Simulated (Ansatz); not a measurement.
# CH9NSiSn: one species, many methods

How much do the methods differ for CH9NSiSn? The plan is to run it at one geometry with functionals of several rungs and with coupled cluster, and see how far each lands from CCSD(T) at the basis-set limit for the atomisation energy.

Program: Ansatz 0.2.0, Gaussian basis. Level of theory: functionals in def2-TZVPP, the program's frozen cores in correlated methods. These are calculated values, not measurements.

Levels to be run: PBE-D4, r2SCAN-D4, PBE0-D4, B3LYP-D4, ωB97X-V, ωB97M-V, B2PLYP; CCSD(T)/def2-TZVPP; MP2/def2-QZVPP; extrapolation to the limit.

## 1. Structure used throughout

An earlier PBE0-D4 in a triple-zeta def2 set relaxation fixed the geometry. Sn takes the def2 core potential; no spin-orbit term is included.

SMILES `[NH2][SnH2][CH2][SiH3]`, 13 atoms, charge 0, spin multiplicity 1.

Atoms are counted from 1 here; the program's logs count them from 0.

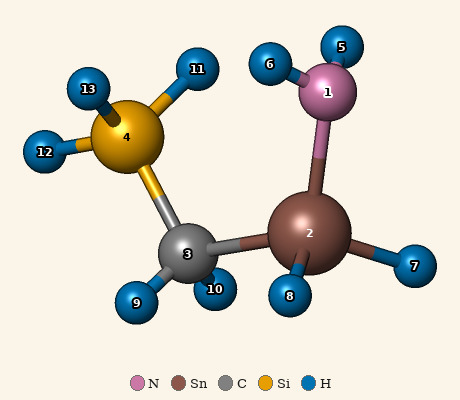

The structure; nitrogen pink, tin brown, carbon grey, silicon amber, hydrogen blue; atoms are numbered from 1 in the order of the file.

## 2. PBE-D4 (GGA)

Contents of in.yaml:

```yaml
crystal:
  periodic: [false, false, false]
  atoms:
    - {symbol: N, position_ang: [-1.901118, 1.148807, -0.121971]}
    - {symbol: Sn, position_ang: [-1.292866, -0.755250, -0.485162]}
    - {symbol: C, position_ang: [0.815983, -1.040837, -0.118179]}
    - {symbol: Si, position_ang: [1.645586, 0.500033, 0.519507]}
    - {symbol: H, position_ang: [-1.772964, 1.442173, 0.838081]}
    - {symbol: H, position_ang: [-1.453997, 1.839436, -0.711273]}
    - {symbol: H, position_ang: [-2.206461, -1.740946, 0.567891]}
    - {symbol: H, position_ang: [-1.647157, -1.046998, -2.129741]}
    - {symbol: H, position_ang: [1.282294, -1.361559, -1.053328]}
    - {symbol: H, position_ang: [0.924975, -1.854660, 0.603446]}
    - {symbol: H, position_ang: [1.007950, 0.947025, 1.788818]}
    - {symbol: H, position_ang: [3.094838, 0.282625, 0.786992]}
    - {symbol: H, position_ang: [1.523237, 1.605452, -0.470281]}
basis:
  gaussian: {orbitals: def2-TZVPP}
hamiltonian: {xc: pbe, dispersion: d4}
output: {forces: true, orbitals: {seedname: orbitals}}
```

On the command line:

```console
> ansatz run in.yaml --threads 4 --pin off --events-out ev --progress --plain --max-ram 10444MiB
```

The runs that follow: r2SCAN-D4 (meta-GGA); PBE0-D4 (hybrid); B3LYP-D4 (hybrid); ωB97X-V (range-separated); ωB97M-V (range-separated); B2PLYP (double hybrid); CCSD(T) in def2-TZVPP; MP2 in def2-QZVPP.

Before running them: what should the planned runs give, taken together? Wanted: atomisation energy, CCSD(T)/CBS; farthest; mean size of error, hybrid; mean size of error, range-separated; gap, smallest and largest; T1 diagnostic; triples share of the correlation energy.

As calculated:

| quantity | value |
| --- | --- |
| atomisation energy, CCSD(T)/CBS | 960.9 kcal/mol |
| functionals within 9.6 kcal/mol (1.0 %) | PBE-D4, B3LYP-D4, ωB97X-V, ωB97M-V |
| farthest | B2PLYP (-19.7 kcal/mol) |
| mean size of error, hybrid | 10.5 kcal/mol |
| mean size of error, range-separated | 2.9 kcal/mol |
| gap, smallest and largest | 4.89 eV (PBE-D4), 11.21 eV (ωB97X-V) |
| T1 diagnostic | 0.0121 |
| triples share of the correlation energy | 3.4 % |

In words: PBE-D4 is off by -5.9 kcal/mol. Double hybrids carry the basis error of their MP2 part in triple zeta, and no dispersion term here, so their miss is partly the set-up's. Misses under about 9.6 kcal/mol are within the doubt on the reference itself, which lacks core-valence correlation, spin-orbit coupling and higher excitations, and its outer-core shells are covered unevenly. All levels share the lack of spin-orbit coupling, which lowers the free heavy atoms and so the true binding. Hartree-Fock recovers 72 % of the binding; the rest is correlation. Orbital gaps span 4.9 to 11.2 eV; exact exchange widens them. Correlated methods include outer-core shells of Sn, which these sets cover unevenly.
